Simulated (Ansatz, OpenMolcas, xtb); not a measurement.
**InNH4 (SMILES [NH2][InH2]): methods side by side**

The species is InNH4 (6 atoms), meant as a singlet with charge 0. As SMILES, `[NH2][InH2]`. The shape is that of a PBE0-D4/def2-TZVP optimisation.

Each level gives the vertical energy of the triplet above the singlet (eV). The values are calculated.

| level | kind | program | value (eV) | less CCSD(T)/def2-SVP |
| --- | --- | --- | --- | --- |
| GFN1-xTB | semi-empirical | xtb | 6.28 | +2.02 |
| HF/def2-SVP (core potential) | Hartree–Fock | Ansatz | 3.37 | -0.89 |
| SVWN5/def2-SVP (core potential) | LDA | Ansatz | 4.36 | +0.10 |
| revPBE/def2-SVP (core potential) | GGA | Ansatz | 4.26 | 0.00 |
| r2SCAN/def2-SVP (core potential) | meta-GGA | OpenMolcas | 4.14 | -0.12 |
| B3LYP/def2-SVP (core potential) | global hybrid | Ansatz | 4.36 | +0.10 |
| wB97M-V/def2-SVP (core potential) | range-separated hybrid | Ansatz | 4.45 | +0.19 |
| PBE-QIDH/def2-SVP (core potential) | double hybrid | Ansatz | 4.29 | +0.03 |
| RPA@PBE/def2-SVP (core potential) | RPA | Ansatz | 3.91 | -0.35 |
| CCSD(T)/def2-SVP (core potential), open shells restricted | coupled cluster or CI | OpenMolcas | 4.26 | 0.00 |

Differences are taken from CCSD(T)/def2-SVP (core potential), open shells restricted for orientation; it has basis-set and higher-order errors of its own. Spin-orbit coupling is left out. The values span 3.37 to 6.28 eV. GFN1-xTB: no spin polarisation, so open shells miss the exchange term that lowers them. In the correlated wave-function rows the outer d shell of In is correlated, in sets not made for it.

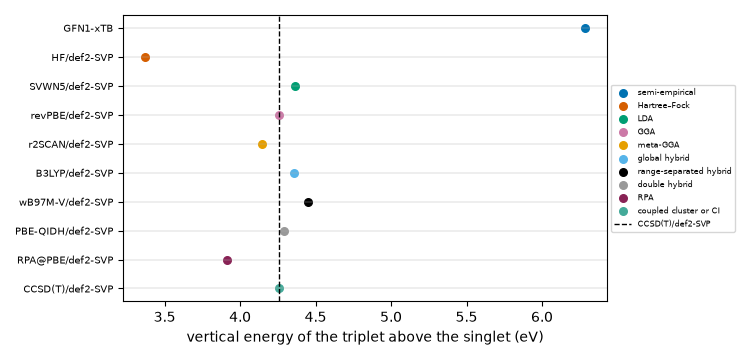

The values of the table, level by level.
